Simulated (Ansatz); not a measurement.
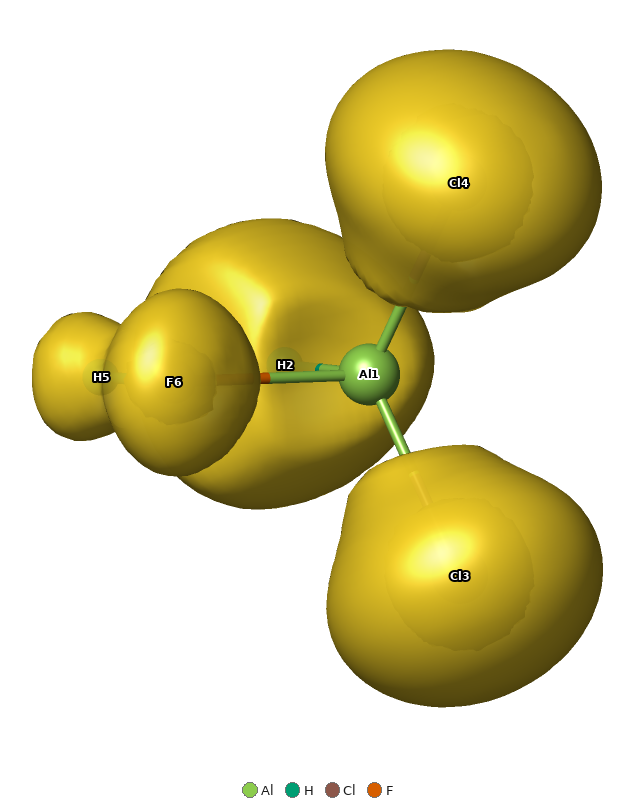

AlCl2FH2. Isosurface of the electron localisation function at 0.75 (yellow), seen across its widest extent. Only the valence region is drawn (cores and ρ < 0.01 e/Å³ removed).

These are results of UKS PBE0-D4/def2-SVP in Ansatz, not measurements.

```xyz
6

Al   -0.5848    0.1178   -0.1067
H    -0.7805   -1.3662    0.4068
Cl   -0.6421    0.5028   -2.1764
Cl   -1.0081    1.7177    1.1956
H     1.5843   -0.9167    0.5056
F     1.4311   -0.0556    0.1750
```

**Where are the electrons localised?**

The ELF exceeds this value in one region around a hydrogen nucleus, two regions on Cl in which the atom's valence shell and bonds are merged and one joined region spread over several atoms (F, H), in which their bonds and any lone pairs are merged. Profiles from the grid: Al–F (2.04 Å): the ELF peaks at about 0.90 in the valence shell of F, 0.6 Å from its nucleus, and is about 0.30 at the midpoint. Al–Cl (2.11 Å): the ELF peaks at about 0.90 in the valence shell of Cl, 0.8 Å from its nucleus, and is about 0.80 at the midpoint.
